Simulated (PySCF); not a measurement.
Consider C4H8BO2 (SMILES C=C[CH+]CB(O)O) (charge +1).

```xyz
15

C     2.4400   -0.0671    0.2223
C     1.2794    0.1477   -0.4089
C     0.2521   -0.8264   -0.4549
C    -1.0026   -0.6453   -0.9980
B    -1.8839    0.3588    0.1746
O    -1.2946    1.5451    0.3470
O    -2.9956   -0.2496    0.3504
H     3.2436    0.6312    0.2412
H     2.6555   -1.0332    0.6576
H     1.0010    1.0875   -0.8391
H     0.4311   -1.7454    0.0986
H    -1.5989   -1.5620   -1.0298
H    -1.0689   -0.0798   -1.9234
H    -1.7390    2.3078    0.7728
H    -3.6584    0.0814    0.9420
```

Geometry: GFN2-xTB, MD frame at 250 fs, 200 K.

Computed with PBE0/pcSseg-1, SCF density, gas phase, non-relativistic in PySCF.

> Predict the electron density and electron localisation function between the atoms.

C–C (1.34 Å): ρ at the midpoint is about 2.3 e/Å³; the ELF peaks at about 0.95 between the atoms (a multiple bond).
C–C (1.38 Å): ρ at the midpoint is about 2.1 e/Å³; the ELF peaks at about 0.95 between the atoms, as expected for a covalent bond.

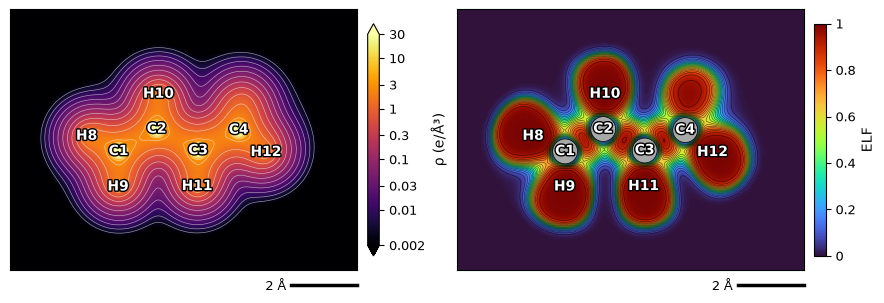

Computed electron density and electron localisation function on the plane of atoms C2, C1 and H8, in this order. Grey discs cover the atomic cores in the ELF map. 
